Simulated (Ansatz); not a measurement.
Band structure of HgS (F-43m, 2 atoms in the cell).

```yaml
crystal:
  lattice:
    - [0.00000, 2.92500, 2.92500]
    - [2.92500, 0.00000, 2.92500]
    - [2.92500, 2.92500, 0.00000]
  atoms:
    - { symbol: Hg, position: [0.00000, 0.00000, 0.00000] }
    - { symbol: S, position: [0.25000, 0.25000, 0.25000] }
```

Computed with PBE (plane waves, PAW; Ansatz, an electronic-structure program).

Settings: basis.ecutwfc = 420 eV; kpoints.mp_grid.grid = 5 5 5; hamiltonian.xc = pbe; hamiltonian.pseudopotentials = {kind: paw} (the program's default PAW files); scf.occupations.method = fermi_dirac; scf.occupations.width = 0.01 eV; kpoints.band_path.npoints = 8.

The starting cell has typed, rounded lattice constants, without a prior relaxation at this level. Spin-orbit coupling is off. The run gives no clean gap (levels at the Fermi energy touch, overlap or are partly filled at this smearing), which alone does not show that the compound is a metal.

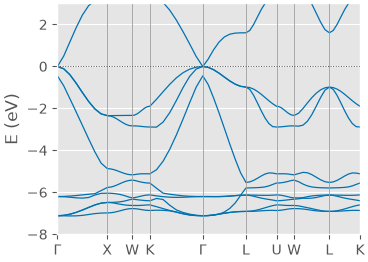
Figure: Bands along the path, energies from the Fermi level.

Levels in eV from the Fermi level, bands 10 to 16:
| point | 10 | 11 | 12 | 13 | 14 | 15 | 16 |
|---|---|---|---|---|---|---|---|
| Γ | -6.20 | -0.45 | -0.01 | -0.01 | -0.01 | 5.99 | 5.99 |
| X | -5.77 | -4.87 | -2.35 | -2.35 | 3.23 | 3.42 | 8.50 |
| W | -5.42 | -5.17 | -2.84 | -2.34 | 3.82 | 5.29 | 6.74 |
| K | -5.56 | -5.12 | -2.89 | -1.90 | 3.33 | 4.70 | 8.12 |
| L | -5.80 | -5.53 | -0.99 | -0.99 | 1.60 | 6.73 | 6.73 |
| U | -5.56 | -5.12 | -2.89 | -1.90 | 3.33 | 4.70 | 8.12 |

No band crosses the Fermi level by more than 0.03 eV along this path.

Keys are those of Ansatz 0.2.
